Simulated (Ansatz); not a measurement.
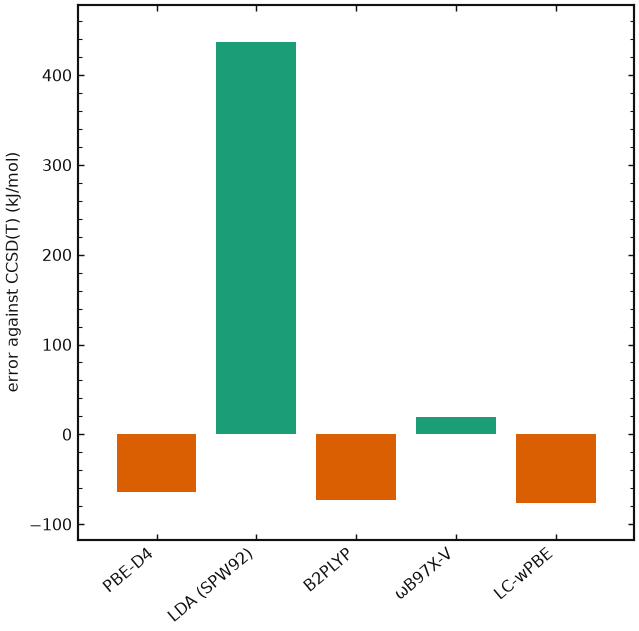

Error in the electronic atomisation energy (method less reference, so positive means overbinding) of Si₃NH₈F, SMILES F[SiH2]N([SiH3])[SiH3]: functionals in def2-TZVPP against frozen-core CCSD(T) at the limit (MP2 extrapolated from triple and quadruple zeta, plus CCSD(T) less MP2 in a smaller set), which gives 4316.7 kJ/mol, at a PBE0-D4/def2-TZVP geometry (a minimum by its frequencies), no zero-point or spin-orbit term, the Ansatz code. The reference leaves out core correlation, a term that grows with the number of heavy atoms. B2PLYP holds a correlation term that converges slowly with the basis, so part of the distance to the limit is basis error. No dispersion term is added to B2PLYP and LC-wPBE.

Question: What range do the values span?

Answer: From −76.1 kJ/mol (LC-wPBE) to 437.2 kJ/mol (LDA (SPW92)).

Question: Give the values.

Answer:
```tsv
level	kJ/mol
PBE-D4	−64.3
LDA (SPW92)	437.2
B2PLYP	−72.9
ωB97X-V	19.1
LC-wPBE	−76.1
```

Caveats, for all or some of the runs: one conformer of a flexible molecule.
